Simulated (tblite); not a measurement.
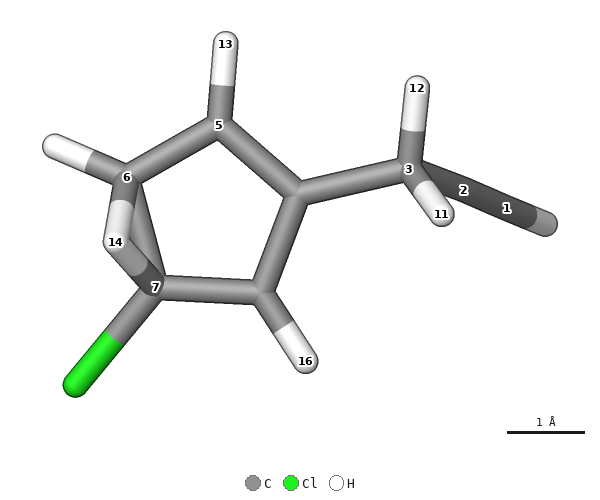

Fig. 1: The structure as given in the input (stick view, seen at a tilt; atoms are numbered from 1 in the order of the input).

## C8H7Cl: relaxed scan

C8H7Cl, computed with GFN2-xTB relaxed scan under a harmonic restraint, gas phase (tblite 0.8.0).

### The input
```
{"job": {"xc": "GFN2-xTB", "basis": "xTB", "coordinate": [["d", [13, 5], 1], ["d", [13, 6], -1]], "kind": "drive"}, "charge": 0, "multiplicity": 1}
C     -0.324259     3.279613    -0.468875
C      0.417713     2.350326    -0.340336
C      1.278340     1.191437    -0.183160
C      0.438566    -0.032574     0.036524
C      0.342637    -0.752070     1.217055
C     -0.536511    -1.832180     1.034730
C     -1.016794    -1.710785    -0.377600
Cl    -2.321996    -2.618891    -1.064011
C     -0.394966    -0.597327    -0.932574
H     -0.964580     4.102648    -0.580806
H      1.889274     1.082166    -1.085323
H      1.941992     1.348990     0.670713
H      0.868375    -0.538947     2.128255
H     -0.113389    -2.561302     0.060210
H     -0.987615    -2.442791     1.793284
H     -0.526237    -0.243749    -1.937078
```

The first line tells a small driver script what to run in tblite; the rest is the geometry in Å.

Command:
```bash
OMP_NUM_THREADS=1 python <driver script> task.json out
```

### Log
```
point  coordinate     E/eV
  0      0.126     -682.84639
  1      0.310     -683.00482
  2      0.467     -683.24627
  3      0.603     -683.48169
  4      0.727     -683.67888
  5      0.845     -683.82935
  6      0.958     -683.92619
  7      1.066     -683.96493
```

### Results in brief

- outcome: converged
- hardware: 1 CPU thread, shared host
- wall time: 2.6 s
- peak memory: 0.19 GiB
